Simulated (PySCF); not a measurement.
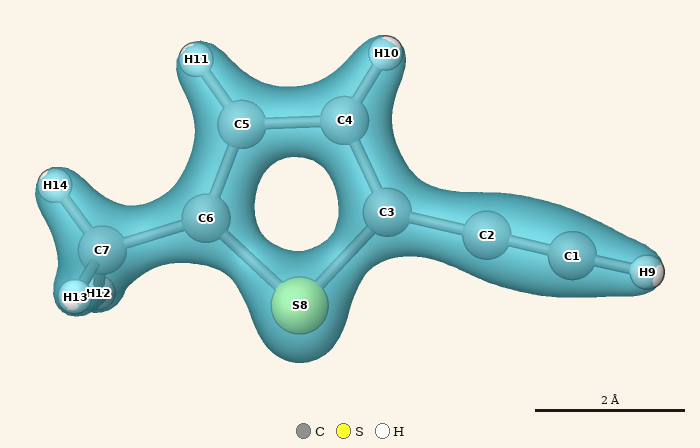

C$_{7}$H$_{6}$S (SMILES C#Cc1ccc(C)s1). Isosurface of the electron density at 1 e/Å³ (cyan), seen at a tilt.

Geometry: GFN2-xTB.

Computed with PBE0/def2-SVPD, SCF density, gas phase in PySCF 2.14.0.

```yaml
atoms:
  - { symbol: C, position_ang: [3.4934, -0.2281, -1.6938] }
  - { symbol: C, position_ang: [2.4449, -0.1542, -1.1100] }
  - { symbol: C, position_ang: [1.2212, -0.0694, -0.4396] }
  - { symbol: C, position_ang: [1.0067, 0.0158, 0.9076] }
  - { symbol: C, position_ang: [-0.3601, 0.0858, 1.2416] }
  - { symbol: C, position_ang: [-1.1877, 0.0539, 0.1614] }
  - { symbol: C, position_ang: [-2.6736, 0.1067, 0.1391] }
  - { symbol: S, position_ang: [-0.2871, -0.0642, -1.3175] }
  - { symbol: H, position_ang: [4.4153, -0.2917, -2.1893] }
  - { symbol: H, position_ang: [1.8069, 0.0278, 1.6261] }
  - { symbol: H, position_ang: [-0.7176, 0.1570, 2.2540] }
  - { symbol: H, position_ang: [-3.0215, 0.9676, -0.4316] }
  - { symbol: H, position_ang: [-3.0852, -0.7899, -0.3246] }
  - { symbol: H, position_ang: [-3.0563, 0.1824, 1.1544] }
```

How is the density connected at this value?

Answer. At this value the surface is in one piece. It bridges the sampled C–C (1.20 Å), C–S (1.74 Å), C–H (1.05 Å) and C–C (1.36 Å) contacts, where the density stays above the isovalue. On the grid the lowest density along these lines, outside the cores, is 2.7 e/Å³ (C–C, 1.20 Å), 1.4 e/Å³ (C–S, 1.74 Å), 2 e/Å³ (C–H, 1.05 Å) and 2.2 e/Å³ (C–C, 1.36 Å).
